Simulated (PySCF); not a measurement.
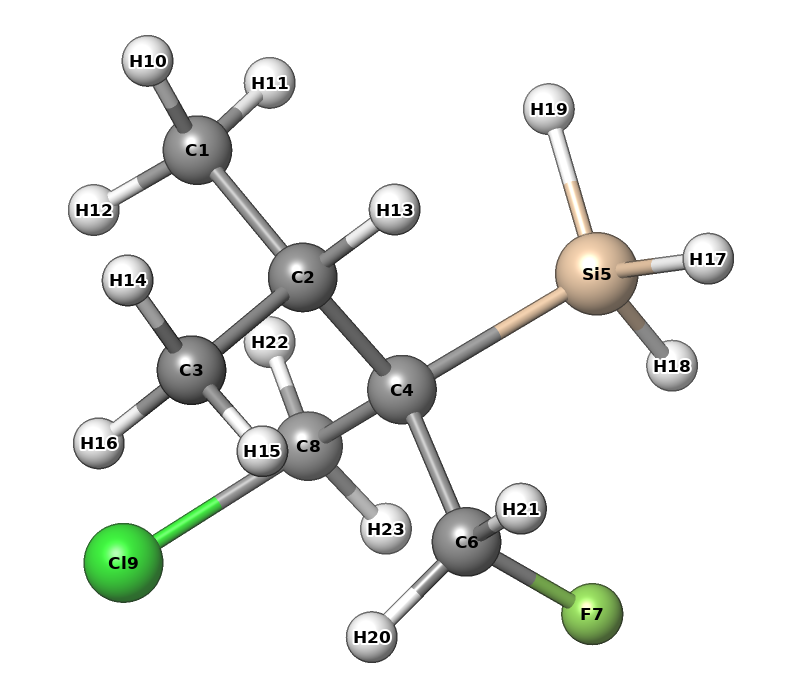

The computed structure is the end point of a GFN2-xTB optimisation. No frequency run is at hand to confirm it as a minimum. Electric field gradients from the ground-state density, PBE0/pcSseg-1 (PySCF 2.14.0), non-relativistic apart from any core potentials.

Give the largest field-gradient component, the quadrupole coupling constant and the asymmetry for 35Cl at Cl9 (Q = −81.7 mb).

```json
{"atom": "Cl9", "V_zz (a.u.)": "3.789", "e²qQ/h (MHz)": "−72.7", "η": "0.03"}
```

The geometry is semi-empirical. Around Si such bond lengths and angles can be off by a tenth of an ångström or more and by several degrees, and values that hang on the shape move with them.
